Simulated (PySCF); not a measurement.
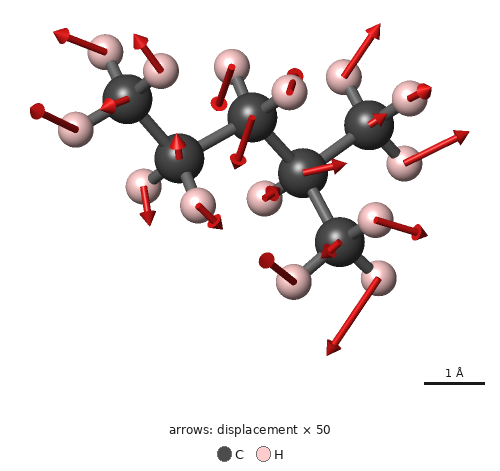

A relaxation of C$_{6}$H$_{14}$. The starting structure is drawn; red arrows show the displacements, magnified 50 times. The two geometries are superimposed by the best rigid fit.

The picture is a ball-and-stick view, seen from a free direction.

The start comes from MMFF94s.

Theory: PySCF, PBE0-D3(BJ)/def2-SVP geometry optimisation, gas phase. 

Question: What happened in the run?

Answer: The energy falls by 3.25 kJ/mol in 3 geometry steps. Largest force component: 0.96 eV/Å at the start, 0.0064 eV/Å at the end. An H atom moves most after the best rigid fit: 0.032 Å. Largest moves by element: H 0.032 Å, C 0.024 Å. Among the contacts that change: C–C 1.540 → 1.530 Å, C–H 1.098 → 1.107 Å. Bond angles that change, for instance: C–C–C 113.5° → 115.6°. The run took about 40 core-seconds on a shared host.
